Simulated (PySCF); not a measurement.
# BH5S (B(H2S)H3): levels of theory compared

Aim: a comparison of 6 runs (M06-2X/STO-6G, SVWN5/STO-6G, UPBE0/STO-6G, r2SCAN/STO-6G, UMP2/STO-6G, UCCSD(T)/STO-6G) of BH5S (B(H2S)H3). 

The results are computed with PySCF 2.14.0.

1 further run of the same task is left out (set aside as unsound or not needed).

### 1 The molecule

BH5S: 7 atoms, total charge 0, spin state singlet. SMILES: `[H]B([H])([H])<-S`. The B1–H5 distance was set to 1.772 Å, away from the relaxed value. At this shape a bond of the SMILES string is far longer than usual.

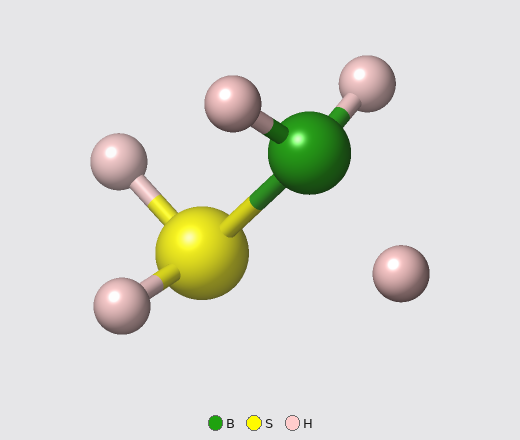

The structure, seen from a chosen angle (boron green, sulfur yellow, hydrogen pink).

### 2 The energy at M06-2X/STO-6G (run 1)

File calc.py:

```python
from pyscf import gto, dft

mol = gto.M(
    atom=[
    ('B', (-0.448651, -0.217370, -0.687825)),
    ('S', (-0.442231, -0.231440, 1.351695)),
    ('H', (-0.070031, 1.037380, 1.544285)),
    ('H', (-1.730711, 0.067560, 1.544115)),
    ('H', (1.280190, -0.216980, -1.075620)),
    ('H', (-1.029281, 0.779440, -0.952495)),
    ('H', (-1.016981, -1.219380, -0.948565)),
],
    max_memory=1860,
    verbose=3,
    basis='sto-6g',
)

calc0 = dft.RKS(mol)
calc0.xc = 'm06-2x'
calc0.grids.level = 5
calc0.conv_tol = 1e-10
calc0.kernel()
if not calc0.converged:
    calc0 = calc0.newton().run(calc0.mo_coeff, calc0.mo_occ)

e_final = calc0.e_tot
print('Final energy', e_final)
```

On the command line:

```bash
$ OMP_NUM_THREADS=1 python calc.py
```

Standard output:

```text
converged SCF energy = -424.417852171965
Final energy -424.41785217196497
```

It took 2.8 s on 1 thread of AMD EPYC 9R45 (Zen 5), shared host; peak memory 0.21 GiB.

### 3 The energy at SVWN5/STO-6G (run 2)

File geometry.xyz:

```xyz
7
BH5S
B     -0.448651    -0.217370    -0.687825
S     -0.442231    -0.231440     1.351695
H     -0.070031     1.037380     1.544285
H     -1.730711     0.067560     1.544115
H      1.280190    -0.216980    -1.075620
H     -1.029281     0.779440    -0.952495
H     -1.016981    -1.219380    -0.948565
```

File run.py:

```python
from pyscf import gto, dft

molecule = gto.Mole()
molecule.atom = 'geometry.xyz'
molecule.verbose = 4
molecule.max_memory = 1860
molecule.basis = 'sto-6g'
molecule.build()

calc0 = dft.RKS(molecule)
calc0.xc = 'svwn'
calc0.grids.level = 5
calc0.conv_tol = 1e-10
calc0.kernel()
if not calc0.converged:
    calc0 = calc0.newton().run(calc0.mo_coeff, calc0.mo_occ)

e_tot = calc0.e_tot
print('E = %.10f Eh' % e_tot)
```

On the command line:

```bash
$ OMP_NUM_THREADS=1 python run.py
```

Standard output:

```text
PySCF version 2.14.0

[... 75 lines left out ...]
converged SCF energy = -422.712252191171
E = -422.7122521912 Eh
```

Run time: 1.7 s. Hardware: 1 thread of AMD EPYC 9R45 (Zen 5), shared host; peak memory 0.15 GiB.

Run 3 isn't shown in full; the table further down has it.

### 4 A single-point energy at r2SCAN/STO-6G (run 4)

File job.py:

```python
from pyscf import gto, dft

mol = gto.Mole()
mol.atom = '''
B     -0.847828    -0.410770    -1.299801
S     -0.835695    -0.437358     2.554333
H     -0.132339     1.960364     2.918276
H     -3.270570     0.127670     2.917954
H      2.419208    -0.410033    -2.032627
H     -1.945059     1.472928    -1.799955
H     -1.921816    -2.304294    -1.792528
'''
mol.verbose = 3
mol.unit = 'bohr'
mol.spin = 0
mol.basis = 'sto-6g'
mol.max_memory = 1860
mol.charge = 0
mol.build()

ks = dft.RKS(mol, xc='r2scan')
ks.conv_tol = 1e-10
ks.grids.level = 5
ks.kernel()
if not ks.converged:
    ks = ks.newton().run(ks.mo_coeff, ks.mo_occ)

e_tot = ks.e_tot
print('Final energy', e_tot)
```

On the command line:

```bash
$ OMP_NUM_THREADS=1 python job.py
```

Standard output:

```text
converged SCF energy = -424.451107269476
Final energy -424.4511072694764
```

Wall time 2.6 s (1 thread of AMD EPYC 9R45 (Zen 5), shared host); peak memory 0.21 GiB.

Run 5 isn't shown in full; the table further down has it.

### 5 The energy at UCCSD(T)/STO-6G (run 6)

File run.py:

```python
from pyscf import gto, scf, cc

mol = gto.M(
    atom='''
B   -0.448651  -0.217370  -0.687825
S   -0.442231  -0.231440   1.351695
H   -0.070031   1.037380   1.544285
H   -1.730711   0.067560   1.544115
H    1.280190  -0.216980  -1.075620
H   -1.029281   0.779440  -0.952495
H   -1.016981  -1.219380  -0.948565
''',
    verbose=3,
    max_memory=1860,
    charge=0,
    basis='sto-6g',
)

hf = scf.UHF(mol)
hf.conv_tol = 1e-10
hf.kernel()
if not hf.converged:
    hf = hf.newton().run(hf.mo_coeff, hf.mo_occ)
for _ in range(3):
    mo, _, stable, _ = hf.stability(return_status=True)
    if stable:
        break
    hf.kernel(hf.make_rdm1(mo, hf.mo_occ))

mycc = cc.CCSD(hf, frozen=6)
mycc.kernel()
e_t = mycc.ccsd_t()
etot = mycc.e_tot + e_t
print('Final energy', etot)
```

On the command line:

```bash
$ OMP_NUM_THREADS=1 python run.py
```

Standard output:

```text
converged SCF energy = -423.565889780685  <S^2> = 7.0331296e-11  2S+1 = 1
<class 'pyscf.scf.uhf.UHF'> wavefunction has an internal instability
converged SCF energy = -423.566010727418  <S^2> = 0.050495644  2S+1 = 1.0963497
<class 'pyscf.scf.uhf.UHF'> wavefunction is stable in the internal stability analysis
E(UCCSD) = -423.700493643109  E_corr = -0.1344829156904976
UCCSD(T) correction = -0.000945307353127932
Final energy -423.7014389504621
```

It took 0.62 s on 1 thread of AMD EPYC 9R45 (Zen 5), shared host; peak memory 0.12 GiB.

### 6 All runs side by side

```csv
run,level,follow instability,integration grid,energy (Eh),dipole moment (D) of the reference,HOMO energy (eV),LUMO energy (eV),wall time
1,M06-2X/STO-6G,–,5,-424.417852,5.20,-5.54,5.54,2.8 s
2,SVWN5/STO-6G,–,5,-422.712252,5.29,-2.90,3.11,1.7 s
3,UPBE0/STO-6G,yes,5,-424.304173,5.26,-4.37,4.35,11 s
4,r2SCAN/STO-6G,–,5,-424.451107,5.28,-3.43,3.25,2.6 s
5,UMP2/STO-6G,yes,–,-423.654380,5.11,-7.01,9.65,0.58 s
6,UCCSD(T)/STO-6G,yes,–,-423.701439,5.11,-7.01,9.65,0.62 s
```

### 7 Outcome

| quantity | value |
| --- | --- |
| run 6: total energy | -423.70144 Eh |
| run 6: dipole moment (Hartree–Fock density) | 5.11 D |
| run 6: HOMO energy (Hartree–Fock orbitals) | -7.01 eV |
| run 6: LUMO energy (Hartree–Fock orbitals) | 9.65 eV |
| run 6: HOMO–LUMO gap (Hartree–Fock orbitals) | 16.66 eV |
| run 6: correlation energy (6 core orbitals frozen) | -135.4 mEh |
| run 6: (T) correction | -0.95 mEh |
| run 6: ⟨S²⟩ of the reference determinant | 0.050 |
| run 6: T1 diagnostic | 0.025 |

**Reading.** Over runs 1, 2, 3, 4 the dipole moment (its size) runs from 5.20 D (M06-2X/STO-6G) to 5.29 D (SVWN5/STO-6G). Over runs 1, 2, 3, 4 the HOMO–LUMO gap runs from 6.01 eV (SVWN5/STO-6G) to 11.08 eV (M06-2X/STO-6G). Totals of different functionals can't be ranked against each other. In runs 1, 2, 3, 4, 5, 6 the basis is minimal, so the values are rough. All runs together took 19 s, the longest 11 s.
